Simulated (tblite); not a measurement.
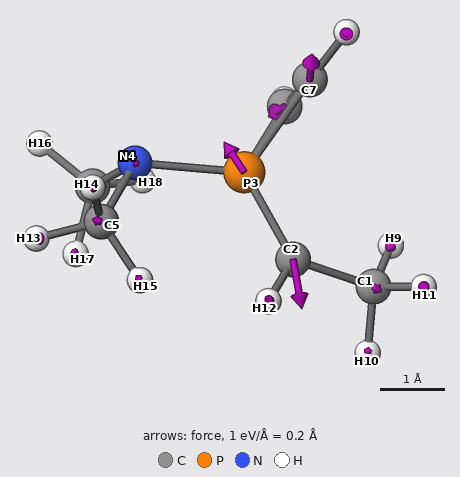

Starting geometry of C$_{6}$H$_{12}$NP with the computed forces as purple arrows. The picture is a ball-and-stick view, seen at a tilt.

Method: GFN2-xTB geometry optimisation, gas phase (tblite 0.8.0). 

**Is this structure relaxed? If not, where do the atoms go?**

It isn't relaxed: the largest force vector, on a C atom, is 4.19 eV/Å. The final displacements have little in common with the starting forces (cosine between the two patterns 0.02). After 209 geometry steps the energy has fallen by 1.529 eV. The atom that moves furthest after the best rigid fit is an H atom (2.04 Å). By element the largest moves are H 2.04 Å, C 1.29 Å, N 0.55 Å, P 0.33 Å. Some distances before and after: C–P 1.607 → 1.719 Å, N–P 1.737 → 1.675 Å, C–P 1.787 → 1.827 Å, C–H 1.105 → 1.077 Å. Bond angles that change, for instance: C–P–C 115.8° → 142.2°, C–C–H 149.9° → 135.2°, N–P–C 120.6° → 107.0°. The run took 2.9 s on 1 thread of Intel(R) Xeon(R) Platinum 8259CL CPU @ 2.50GHz (shared host).
